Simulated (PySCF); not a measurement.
C10H8, SMILES `c1ccc2ccccc2c1`.

Method: PBE0/6-31+G*; geometry: GFN2-xTB; program: PySCF. No frequency check shows the geometry to be a minimum. The basis has diffuse s and p functions alone, which still leaves polarisabilities too small, most of all across bonds.

Geometry (Å), atoms numbered from 1:

```
C1       2.4142    0.7020    0.0000
C2       2.4142   -0.7020    0.0000
C3       1.2348   -1.3919    0.0000
C4      -0.0000   -0.7098    0.0000
C5      -1.2347   -1.3919    0.0000
C6      -2.4142   -0.7020    0.0000
C7      -2.4142    0.7020    0.0000
C8      -1.2347    1.3919    0.0000
C9      -0.0000    0.7098    0.0000
C10      1.2348    1.3919    0.0000
H11      3.3562    1.2311    0.0000
H12      3.3562   -1.2311    0.0000
H13      1.2296   -2.4729    0.0000
H14     -1.2296   -2.4729    0.0000
H15     -3.3561   -1.2311    0.0000
H16     -3.3561    1.2311    0.0000
H17     -1.2296    2.4729    0.0000
H18      1.2296    2.4729    0.0000
```

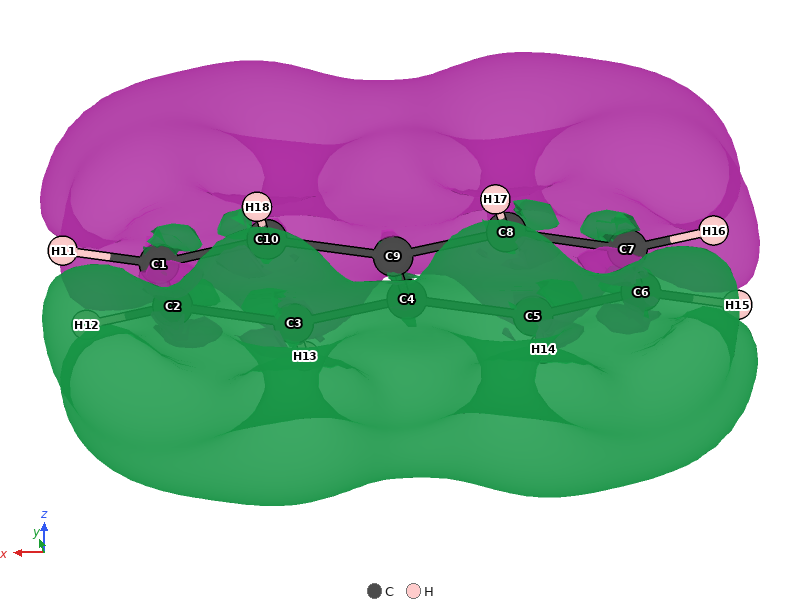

Change of the electron density in a uniform field of 0.21 V/Å, surfaces at ±0.0005 e/Å³ (green: gain, purple: loss).

Question: Along which Cartesian direction does the field point?

Answer: Along +z: electrons gather on the −z side, against the field.

Question: What dipole is induced, and what polarisability does it imply?

Answer: The induced dipole is 0.60 D (along the field); α along this axis, from the fields in both directions, is 59 bohr³ (8.8 Å³).

Question: Which atoms gain and lose the most charge?

Answer: Hardly any: no atom's Hirshfeld charge changes by as much as 0.002 e. The density shifts from one side of each atom to the other; 0.054 electrons are displaced in all.
